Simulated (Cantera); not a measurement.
Feed: 1 mol Al, a varied amount of N2O, 34 mol N2, equilibrated at 452 °C and 7.50 Torr.

These are equilibrium values from Cantera (NASA tables, ideal gas, pure condensed phases), not measurements of a reactor. Candidate condensed phases: Al, AlN, Al2O3; 16 gas species. The numbers say what is thermodynamically allowed, not how fast it happens.

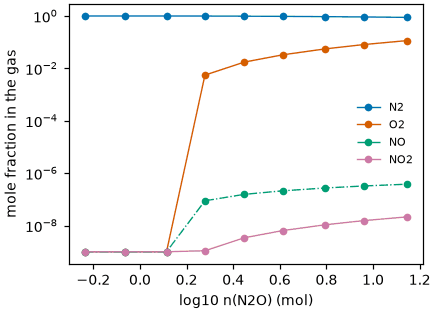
Equilibrium gas composition (values under 1e-9 drawn at 1e-9)

From 0.58 mol N2O to 1.3 mol N2O the condensed part is AlN(s) + Al2O3(s). From 1.9 mol N2O to 14 mol N2O the condensed part is Al2O3(s).
